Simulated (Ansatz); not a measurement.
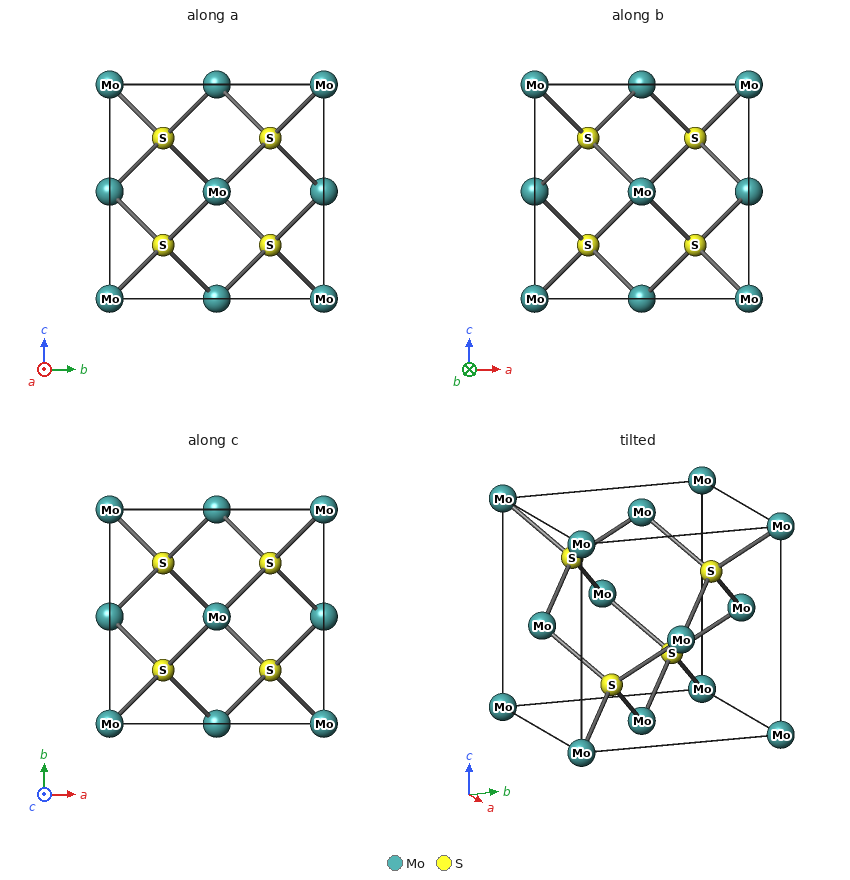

A ball-and-stick rendering, viewed along the a axis, along the b axis, along the c axis and slightly off an axis. Atoms at the boundary of the conventional unit cell (the box) are drawn once for each face, edge or corner they touch.

Lattice parameters: a = 5.2748 Å, b = 5.2748 Å, c = 5.2748 Å, α = 90.000°, β = 90.000°, γ = 90.000°.

**Write down what is shown as a CIF in P1 with every atom of the cell.**

```cif
data_structure
_symmetry_space_group_name_H-M 'P 1'
_symmetry_Int_Tables_number 1
_cell_length_a 5.2748
_cell_length_b 5.2748
_cell_length_c 5.2748
_cell_angle_alpha 90.000
_cell_angle_beta 90.000
_cell_angle_gamma 90.000
_cell_volume 146.76
loop_
_atom_site_label
_atom_site_type_symbol
_atom_site_fract_x
_atom_site_fract_y
_atom_site_fract_z
_atom_site_occupancy
Mo1 Mo 0.0000 0.0000 0.0000 1
S1 S 0.2500 0.2500 0.7500 1
Mo2 Mo 0.0000 0.5000 0.5000 1
S2 S 0.2500 0.7500 0.2500 1
Mo3 Mo 0.5000 0.0000 0.5000 1
S3 S 0.7500 0.2500 0.2500 1
Mo4 Mo 0.5000 0.5000 0.0000 1
S4 S 0.7500 0.7500 0.7500 1
```

The initial geometry was a structure type filled with these elements by a generator (whether the compound takes this form wasn't checked). Earlier steps of the study, as a rule a relaxation of our own, may have changed the cell and positions, so they can lie some per cent off the listed ones. It went into a calculation with Ansatz.
